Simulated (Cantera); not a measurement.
Charge: 1 mol SrCl₂, 1.3 mol O₂, 41 mol N₂, equilibrated at 1300 K.

Method: chemical equilibrium by Gibbs-energy minimisation in Cantera with the NASA 1993 tables (ideal gas, pure condensed phases). Candidate condensed phases: Sr, SrCl₂, SrO; 16 gas species. Mutual solubility and eutectic melting of coexisting phases are not modelled. Condensed phases not in the tables: oxide chlorides. The numbers say what is thermodynamically allowed, not how fast it happens.

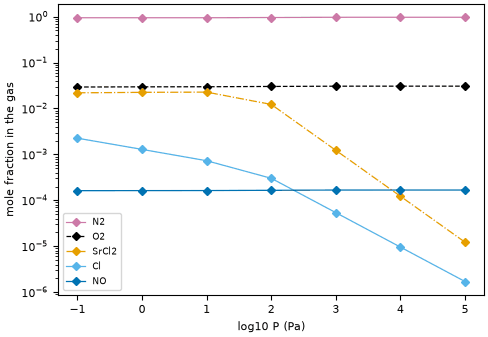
Figure. Equilibrium gas composition (values under 1e-9 drawn at 1e-9)

From 0.100 Pa to 10.0 Pa the condensed part is SrO(s). From 1.00 mbar to 0.100 bar the condensed part is SrCl₂(l) + SrO(s). At 1.00 bar the condensed part is SrCl₂(l). The main Sr-bearing gas is SrCl₂ throughout. The share of Sr in condensed phases is highest at 1.00 bar (99.9 %) and lowest at 10.0 Pa (1.6 %).
